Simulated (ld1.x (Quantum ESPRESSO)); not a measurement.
# An ultrasoft potential for Ru, from input to tests

Aim: build the potential from the settings below, then test how well it stands in for the atom: other configurations, scattering, ghost states and the plane-wave cutoff that it needs.

The numbers are computed with ld1.x (Quantum ESPRESSO) 7.5 (PBEsol, scalar-relativistic, spin-unpolarised reference atom).

### 1 Starting point

Typed settings, in words:

| Property | Result |
| --- | --- |
| element | ruthenium (Ru, Z = 44) |
| type | ultrasoft |
| frozen core | [Ar] 3d10 |
| valence charge | 16 |
| reference configuration | 4s2 4p6 4d6 5s2 5p0 |
| partial waves | 4s (bound): rcut 1.60, rcutus 1.75 bohr; 5s (bound): rcut 1.60, rcutus 1.75 bohr; 4p (bound): rcut 2.20, rcutus 2.35 bohr; 5p (bound, empty): rcut 2.20, rcutus 2.35 bohr; 4d (bound): rcut 1.05, rcutus 1.30 bohr; 4d channel at 0.7 Ry: rcut 1.05, rcutus 1.30 bohr |
| local potential | all-electron potential smoothed inside 1.00 bohr (lloc = -1) |
| core correction | Bessel-smoothed model core, default radius (core density twice the valence density) |
| augmentation charge | PSQ, inside the norm-conserving radii |

The nodes and maxima of the atom's own shells, from an earlier all-electron run, set the scale for the radii.

All-electron outer shells of the reference configuration (PBEsol, scalar-relativistic, ld1.x):

```
shell  level (eV)  outermost node (bohr)  outermost maximum (bohr)
   3p     -450.53                   0.16                      0.36
   3d     -276.73                      –                      0.30
   4s      -79.64                   0.48                      0.91
   4p      -49.55                   0.49                      0.98
   4d       -7.68                   0.48                      1.20
   5s       -5.23                   1.23                      2.63
   5p       -1.33                   1.39                      3.55
```

### 2 Generating the potential

Contents of Ru.in:

```
 &input
   title='Ru', zed=44., rel=1, dft='PBESOL', iswitch=3,
   config='[Kr] 4d6 5s2 5p0',
   nld=3, rlderiv=2.55, eminld=-8.0, emaxld=5.0, deld=0.04
 /
 &inputp
   pseudotype=3, tm=.true., lloc=-1, rcloc=1.00,
   nlcc=.true., new_core_ps=.true.,
   which_augfun='PSQ', rmatch_augfun_nc=.true.,
   file_pseudopw='Ru.UPF', file_wfcaegen='ae.wfc', file_wfcncgen='nc.wfc', file_beta='beta', file_chi='chi', file_wfcusgen='us.wfc'
 /
6
4S  1  0   2.00   0.00  1.60  1.75  0.0
5S  2  0   2.00   0.00  1.60  1.75  0.0
4P  2  1   6.00   0.00  2.20  2.35  0.0
5P  3  1   0.00   0.00  2.20  2.35  0.0
4D  3  2   6.00   0.00  1.05  1.30  0.0
4D  3  2   0.00   0.70  1.05  1.30  0.0
 &test
   configts(1)='4s2 4p6 4d6 5s2 5p0'
 /
```

Command:

```bash
$ ld1.x < Ru.in > Ru.out
```

Output in Ru.out (without the banner and most projector matrices):

```text
     Program LD1 v.7.5
     --------------------------- All-electron run ----------------------------

     Ru
     scalar relativistic calculation

     atomic number is 44.00
     dft =PBESOL   lsd =0 sic =0 latt =0  beta=0.20 tr2=1.0E-14
     Exchange-correlation= PBESOL
                           (   1   4  10   8   0   0   0)
     mesh =1233 r(mesh) = 101.06970 a.u. xmin = -7.00 dx = 0.01250
     1 Ry =  13.60569312 eV, c = 137.03599908

     n l     nl                  e(Ry)          e(Ha)          e(eV)
     1 0     1S 1( 2.00)     -1611.6741      -805.8371    -21927.9436
     2 0     2S 1( 2.00)      -231.9728      -115.9864     -3156.1502
     2 1     2P 1( 6.00)      -207.8248      -103.9124     -2827.6005
     3 0     3S 1( 2.00)       -41.0471       -20.5236      -558.4745
     3 1     3P 1( 6.00)       -33.1136       -16.5568      -450.5331
     4 0     4S 1( 2.00)        -5.8531        -2.9265       -79.6348
     4 1     4P 1( 6.00)        -3.6418        -1.8209       -49.5493
     3 2     3D 1(10.00)       -20.3395       -10.1697      -276.7328
     4 2     4D 1( 6.00)        -0.5642        -0.2821        -7.6759
     5 0     5S 1( 2.00)        -0.3842        -0.1921        -5.2276
     5 1     5P 1( 0.00)        -0.0981        -0.0491        -1.3352

     final scf error:  8.9E-15 reached in  35 iterations

     Etot =   -9056.746930 Ry,   -4528.373465 Ha, -123223.319419 eV

     Ekin =    9364.936203 Ry,    4682.468102 Ha,  127416.448101 eV
     Encl =  -21842.747049 Ry,  -10921.373524 Ha, -297185.713308 eV
     Eh   =    3682.772239 Ry,    1841.386120 Ha,   50106.668929 eV
     Exc  =    -261.708324 Ry,    -130.854162 Ha,   -3560.723141 eV

     normalization and overlap integrals

     s(1S/1S) =  1.000000  <r> =   0.0335  <r2> =    0.0015  r(max) =   0.0216
     s(2S/2S) =  1.000000  <r> =   0.1457  <r2> =    0.0250  r(max) =   0.1229
     s(2P/2P) =  1.000000  <r> =   0.1270  <r2> =    0.0197  r(max) =   0.0981
     s(3S/3S) =  1.000000  <r> =   0.4030  <r2> =    0.1859  r(max) =   0.3600
     s(3P/3P) =  1.000000  <r> =   0.4032  <r2> =    0.1891  r(max) =   0.3555
     s(4S/4S) =  1.000000  <r> =   1.0154  <r2> =    1.1685  r(max) =   0.9078
     s(4P/4P) =  1.000000  <r> =   1.1213  <r2> =    1.4418  r(max) =   0.9785
     s(3D/3D) =  1.000000  <r> =   0.3842  <r2> =    0.1768  r(max) =   0.3022
     s(4D/4D) =  1.000000  <r> =   1.6092  <r2> =    3.1838  r(max) =   1.1952
     s(5S/5S) =  1.000000  <r> =   3.1809  <r2> =   11.6395  r(max) =   2.6269
     s(5P/5P) =  1.000000  <r> =   4.6418  <r2> =   25.6377  r(max) =   3.5460

     ------------------------ End of All-electron run ------------------------

     --------------------- Generating US pseudopotential ---------------------

      Generating local potential from pseudized AE potential:
      Matching radius rcloc =   1.0000

      Local pseudo, rcloc= 0.991 Estimated cut-off energy=    25.14 Ry

      Computing core charge for nlcc:

       r > 0.66 : true rho core
      Core charge pseudized with two Bessel functions
      Integrated core pseudo-charge :  16.36
      Wfc-us  4S rcutus= 1.761  Estimated cut-off energy=    18.07 Ry
      Wfc-us  5S rcutus= 1.761  Estimated cut-off energy=    36.80 Ry
      Wfc-us  4P rcutus= 2.377  Estimated cut-off energy=    15.85 Ry
      Wfc-us  5P rcutus= 2.377  Estimated cut-off energy=    12.17 Ry
      Wfc-us  4D rcutus= 1.304  Estimated cut-off energy=    65.78 Ry
      Wfc-us  4D rcutus= 1.304  Estimated cut-off energy=    68.65 Ry

     Q pseudized with Bessel functions
     Expected ecutrho=     357.6405 due to l1=  2   l2=  2

     ------------------- End of pseudopotential generation -------------------

     [... the all-electron block is printed once more ...]


     Computing logarithmic derivative in   2.54614
     Computing logarithmic derivative in   2.54614
     Computing the partial wave expansion
     R is outside the sphere for l=    0 j= 0.00
     R is outside the sphere for l=    0 j= 0.00
     R is outside the sphere for l=    1 j= 0.00
     R is outside the sphere for l=    1 j= 0.00
     R is outside the sphere for l=    2 j= 0.00
     R is outside the sphere for l=    2 j= 0.00

     ---------------------- Testing the pseudopotential ----------------------

     Ru
     scalar relativistic calculation

     atomic number is 44.00   valence charge is 16.00
     dft =PBESOL   lsd =0 sic =0 latt =0  beta=0.20 tr2=1.0E-14
     mesh =1233 r(mesh) = 101.06970 xmin = -7.00 dx = 0.01250

     n l     nl             e AE (Ry)        e PS (Ry)    De AE-PS (Ry)
     1 0     4S   1( 2.00)       -5.85305       -5.85304       -0.00002
     2 1     4P   1( 6.00)       -3.64181       -3.64180       -0.00001
     3 2     4D   1( 6.00)       -0.56417       -0.56417        0.00000
     2 0     5S   1( 2.00)       -0.38422       -0.38422       -0.00001
     3 1     5P   1( 0.00)       -0.09814       -0.09814       -0.00000

     eps = 4.7E-15  iter =  8

     Etot =   -9056.746930 Ry,   -4528.373465 Ha, -123223.319419 eV
     Etotps =  -262.336832 Ry,    -131.168416 Ha,   -3569.274427 eV

     Ekin =      49.821657 Ry,      24.910829 Ha,     677.858178 eV
     Encl =    -453.775883 Ry,    -226.887941 Ha,   -6173.935406 eV
     Ehrt =     161.279122 Ry,      80.639561 Ha,    2194.314236 eV
     Ecxc =     -93.570863 Ry,     -46.785431 Ha,   -1273.096443 eV
     (Ecc =     -68.131487 Ry,     -34.065743 Ha,    -926.976102 eV)
     Epseu=      73.909135 Ry,      36.954567 Ha,    1005.585008 eV

     ---------------------- End of pseudopotential test ----------------------
```

Run time: 2.1 s. Hardware: 1 thread of Neoverse-V2, shared host. This counts the later configuration tests of the new file too.

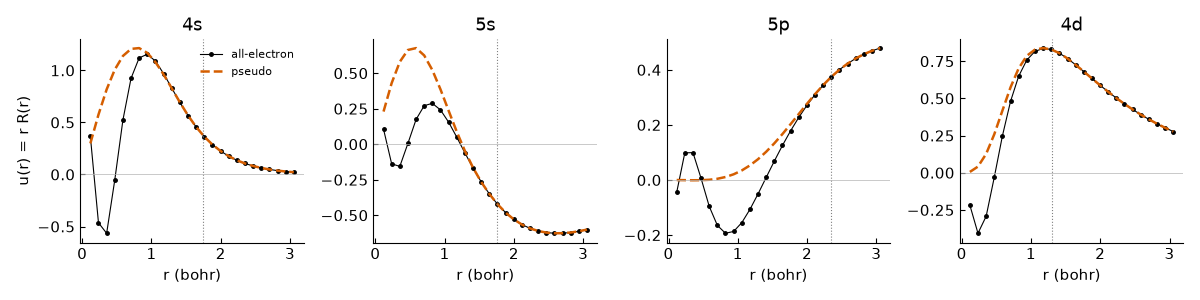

All-electron and pseudo partial waves (4s, 5s, 5p, 4d), with the matching radii dotted. The curves join 26 sampled radii, too few to resolve the innermost nodes.

[end of part 1 of 2]
